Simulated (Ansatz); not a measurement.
# BAs (F-43m): all-electron equation of state from a Python script

Where is the equilibrium volume of BAs (F-43m) with all electrons, and how stiff is it? Aim: an all-electron equation of state, for BAs (F-43m), run from a script.

All numbers are computed with the Python package of Ansatz 0.2.0. Level of theory: DFT PBE, all-electron LAPW.

## 1. The system

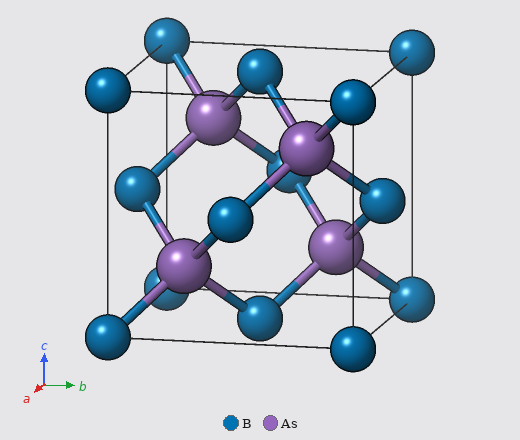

The starting structure, viewed slightly off an axis; boron blue, arsenic purple. The cell is the conventional one. Atoms on cell faces are repeated.

The script holds or builds the structure itself.

## 2. Script

The input, bas.py:

```python
"""E(V) of BAs on LAPW."""

import warnings

import ansatz as az
from ase.eos import EquationOfState
from ase.units import GPa
import numpy as np

FUNCTIONAL = "pbe"
TOLERANCE = 1e-07
EXTRA_BANDS = 16
MESH = (7, 7, 7)

vectors0 = np.array([
    [0.0, 2.3885, 2.3885],
    [2.3885, 0.0, 2.3885],
    [2.3885, 2.3885, 0.0],
])
sites = [
    ("B", [0.0, 0.0, 0.0]),
    ("As", [0.25, 0.25, 0.25]),
]


def build(cell):
    crystal = az.Crystal(lattice=az.Lattice.of(cell))
    for symbol, position in sites:
        crystal = crystal.atom(symbol, position)
    return crystal

warnings.simplefilter("ignore", az.DeckWarning)

volumes, energies = [], []
for scale in np.linspace(0.94, 1.06, 5):
    cell = vectors0 * scale ** (1 / 3)
    job = (
        build(cell).calculation()
        .functional(FUNCTIONAL)
        .occupations(az.OccupationsMethod.FIXED)
        .scf(tolerance=TOLERANCE, extra_bands=EXTRA_BANDS)
        .kpoints(*MESH)
        .pseudopotentials("all_electron", lapw=True)
    )
    r = job.run(threads=1, backend="cpu").report
    volumes.append(abs(np.linalg.det(cell)) / len(sites))
    energies.append(r["free_energy_ev"] / len(sites))
    print(f"{scale:.3f} {volumes[-1]:9.4f} A^3/atom {energies[-1]:16.5f} eV/atom  (estimated basis error {1000 * r['lapw_basis_errors']['total_ev_per_atom']:.2f} meV/atom)")
v0, e0, bulk = EquationOfState(volumes, energies, eos="birchmurnaghan").fit()
print(f"V0 = {v0:.4f} A^3/atom, B0 = {bulk / GPa:.1f} GPa")
```

## 3. What the engine is handed

The package turns the script's settings into the engine's input (first run):

```yaml
crystal:
  lattice:
    - [0.0, 2.3397414206671185, 2.3397414206671185]
    - [2.3397414206671185, 0.0, 2.3397414206671185]
    - [2.3397414206671185, 2.3397414206671185, 0.0]
  atoms:
    - { symbol: B, position: [0.0, 0.0, 0.0] }
    - { symbol: As, position: [0.25, 0.25, 0.25] }
kpoints:
  mp_grid:
    grid: [7, 7, 7]
hamiltonian:
  xc: pbe
  pseudopotentials:
    kind: all_electron
    lapw: {}
scf:
  n_extra_bands: 16
  convergence:
    dr2_threshold: 1.0e-07
  occupations:
    method: fixed
```

## 4. The run

Started as:

```bash
> python bas.py
```

Standard output:

```text
0.940   12.8087 A^3/atom     -31100.04266 eV/atom  (estimated basis error 0.14 meV/atom)
0.970   13.2174 A^3/atom     -31100.06811 eV/atom  (estimated basis error 0.14 meV/atom)
1.000   13.6262 A^3/atom     -31100.08084 eV/atom  (estimated basis error 0.14 meV/atom)
1.030   14.0350 A^3/atom     -31100.08262 eV/atom  (estimated basis error 0.14 meV/atom)
1.060   14.4438 A^3/atom     -31100.07499 eV/atom  (estimated basis error 0.14 meV/atom)
V0 = 13.9010 A^3/atom, B0 = 131.6 GPa
```

Run time: 52 s. Hardware: 1 thread of Arm Neoverse V1, shared host; peak memory 0.35 GiB.

## 5. What changed from run to run

The engine's inputs for some of the other runs:

Run 2, against run 1:

```diff
@@ -3,3 +3,3 @@
-    - [0.0, 2.3397414206671185, 2.3397414206671185]
-    - [2.3397414206671185, 0.0, 2.3397414206671185]
-    - [2.3397414206671185, 2.3397414206671185, 0.0]
+    - [0.0, 2.3643720877565455, 2.3643720877565455]
+    - [2.3643720877565455, 0.0, 2.3643720877565455]
+    - [2.3643720877565455, 2.3643720877565455, 0.0]
```

Run 3, against run 1:

```diff
@@ -3,3 +3,3 @@
-    - [0.0, 2.3397414206671185, 2.3397414206671185]
-    - [2.3397414206671185, 0.0, 2.3397414206671185]
-    - [2.3397414206671185, 2.3397414206671185, 0.0]
+    - [0.0, 2.3885, 2.3885]
+    - [2.3885, 0.0, 2.3885]
+    - [2.3885, 2.3885, 0.0]
```

Run 4, against run 1:

```diff
@@ -3,3 +3,3 @@
-    - [0.0, 2.3397414206671185, 2.3397414206671185]
-    - [2.3397414206671185, 0.0, 2.3397414206671185]
-    - [2.3397414206671185, 2.3397414206671185, 0.0]
+    - [0.0, 2.4121500529283315, 2.4121500529283315]
+    - [2.4121500529283315, 0.0, 2.4121500529283315]
+    - [2.4121500529283315, 2.4121500529283315, 0.0]
```

## 6. The engine's runs

One row for each of the 5 runs:

| run | volume (Å³/atom) | energy from run 4 (meV/atom) | gap on the mesh (eV) | SCF cycles | CPU time (s) |
| --- | --- | --- | --- | --- | --- |
| 1 | 12.809 | 39.97 | 1.14 | 7 | 10 |
| 2 | 13.217 | 14.51 | 1.17 | 7 | 10 |
| 3 | 13.626 | 1.78 | 1.21 | 7 | 10 |
| 4 | 14.035 | 0.00 | 1.24 | 7 | 9.9 |
| 5 | 14.444 | 7.63 | 1.27 | 7 | 9.7 |

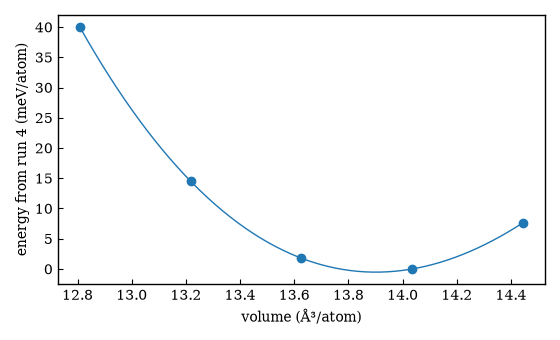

Energy against volume; the line is a third-order Birch-Murnaghan fit.

## 7. Summary of results

| quantity | value |
| --- | --- |
| runs compared | 5 |
| range of energy | 39.97 meV/atom |
| lowest point, volume (Å³/atom) | 14.035 |
| equilibrium volume (fit) | 13.90 Å³/atom |
| bulk modulus (fit) | 132 GPa |

**Reading.** A third-order Birch-Murnaghan fit through the 5 points has its minimum at 13.90 Å³ an atom, 2.0 % above the typed cell, with a bulk modulus of 132 GPa and dB/dP = 4.1. From that minimum the energy rises by 40.5 meV an atom on the compressed side and 8.2 meV on the expanded side.
